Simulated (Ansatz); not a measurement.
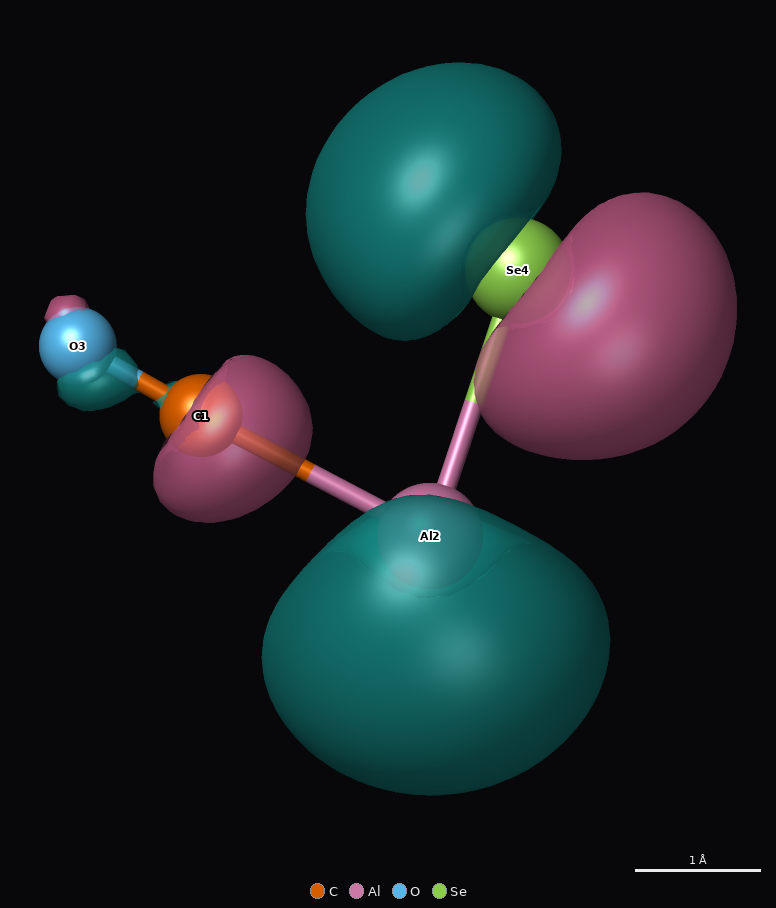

Figure 1: CAlOSe (SMILES O=[C][Al+][Se-]) (doublet). One frontier orbital at ±0.1 Å⁻³ᐟ² (teal and pink are the two phases), seen at a tilt.

Geometry: B3LYP-D3(BJ)/6-311G**.

Method: Ansatz, isolated molecule in a Gaussian basis; Kohn-Sham density functional theory, functional PBE0.

```xyz
4

C    -1.2165   -0.0208    0.0160
Al   -1.1478   -1.0205   -1.8068
O    -1.2237    0.5118    1.0196
Se    0.8162   -1.6988   -0.9396
```

**Which orbital is it: HOMO (α) or LUMO (α)?**

The HOMO (α), at −6.50 eV. Its weight (Hirshfeld) is mainly on Se4 (about 50 %) and Al2 (about 45 %); it is symmetric in the molecular plane (an in-plane orbital: σ, lone-pair or in-plane π type).
